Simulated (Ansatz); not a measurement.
**SbAs (model cell, started as layered BN type): from the cell to its phonons**

Aim: the phonons of SbAs (model cell, started as layered BN type) at a cell relaxed beforehand at this level. After the zone centre comes a 3×3×2 q mesh on a 12×12×6 k mesh.

Main program and level: Ansatz 0.2.0; DFT LDA, scalar-relativistic, plane waves, PAW.

The structure was built from a prototype and need not be the compound's stable phase.

**1. The structure**

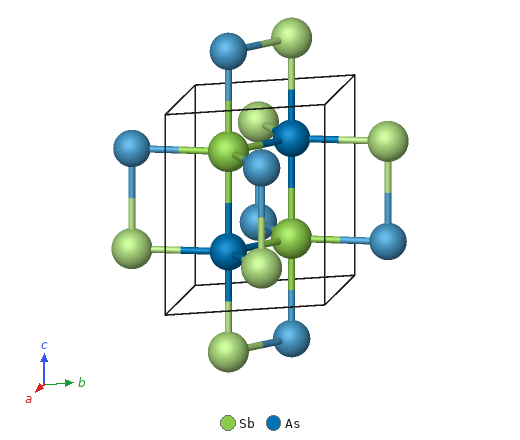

The starting structure, seen slightly off an axis (antimony green, arsenic blue). Some periodic images of atoms are drawn too.

Structure file:

```cif
data_structure
_symmetry_space_group_name_H-M 'P6_3/mmc'
_symmetry_Int_Tables_number 194
_cell_length_a 4.8143
_cell_length_b 4.8143
_cell_length_c 5.7733
_cell_angle_alpha 90.000
_cell_angle_beta 90.000
_cell_angle_gamma 120.000
_cell_volume 115.88
loop_
_atom_site_label
_atom_site_type_symbol
_atom_site_symmetry_multiplicity
_atom_site_Wyckoff_symbol
_atom_site_fract_x
_atom_site_fract_y
_atom_site_fract_z
_atom_site_occupancy
Sb1 Sb 2 c 0.33333 0.66667 0.25000 1
As1 As 2 d 0.66667 0.33333 0.25000 1
```

**2. Linear response at the zone centre**

The cell comes from relaxations at this level that are not shown. The zone centre comes first: it holds the modes that light can see, as far as symmetry allows. No field response is asked, since the mesh shows no gap.

Input file input.yaml:

```yaml
crystal:
  lattice:
    - [4.8143036723, 0.0, 0.0]
    - [-2.4071518361, 4.1693092817, 0.0]
    - [0.0, 0.0, 5.7732547121]
  atoms:
    - { symbol: Sb, position: [0.3333333333, 0.6666666667, 0.25] }
    - { symbol: Sb, position: [0.6666666667, 0.3333333333, 0.75] }
    - { symbol: As, position: [0.6666666667, 0.3333333333, 0.25] }
    - { symbol: As, position: [0.3333333333, 0.6666666667, 0.75] }
kpoints:
  mp_grid: { grid: [12, 12, 6] }
hamiltonian:
  xc: lda
scf:
  occupations: { method: methfessel_paxton, width: 0.2 }
output:
  eigenvalues: true
phonons:
  method: dfpt
```

On the command line:

```
$ ansatz run input.yaml --threads 4 --pin off --max-ram 7168MiB --backend cpu --events-out ev --progress --plain --runs-dir out
```

Planned after this: response at finite wavevector; another isotope. Settings of the main run: cutoff 420 eV, 12×12×6 k-mesh, 3×3×2 q-mesh, Methfessel-Paxton occupations, smearing width 0.2 eV.

**Question.** What will these runs give for the highest optical mode at the zone centre and lowest optical zone-centre mode?

Modes are clearly imaginary (beyond 10i cm⁻¹) at 3 of the 6 irreducible wavevectors, most at Γ (126.7i cm⁻¹), so this structure is not a minimum of the energy. The optical modes at Γ span -127 to 158 cm⁻¹ (negative means imaginary). The highest mode in this list at Γ, 158.0 cm⁻¹, is mostly motion of As (75 % of the kinetic energy).

```
volume per atom                                         : 29.0 Å³
electronic character                                    : no gap on this mesh
highest optical mode at the zone centre (no LO-TO term) : 158 cm⁻¹
lowest optical zone-centre mode                         : -127 cm⁻¹
lowest mode on the q mesh (acoustic modes at Γ apart)   : -127 cm⁻¹
highest frequency on the path or at a solved wavevector : 158 cm⁻¹
imaginary modes on the 3×3×2 q mesh                     : yes
```

With no gap, or one that is small against the smearing, the frequencies hang on the k mesh and the smearing, most of all near Kohn anomalies. Spin-orbit coupling is left out, which can matter for the heavy elements here. A phonon run warned that its eigensolver left some bands unconverged in a pass. The starting cell was built on a prototype and not taken from a measurement, so the phase need not exist. These are harmonic frequencies at zero temperature: anharmonic shifts, linewidths and thermal expansion are left out.

[Logs are printed without paths, hosts, clocks, repeated set-up lines and the standing remarks that a program may print on its own settings, such as how far it seeks lower states.]

[Hosts, paths, dates, database ids (printed as entryN), source tags and the programs' standing remarks are cut or masked in the printed files.]
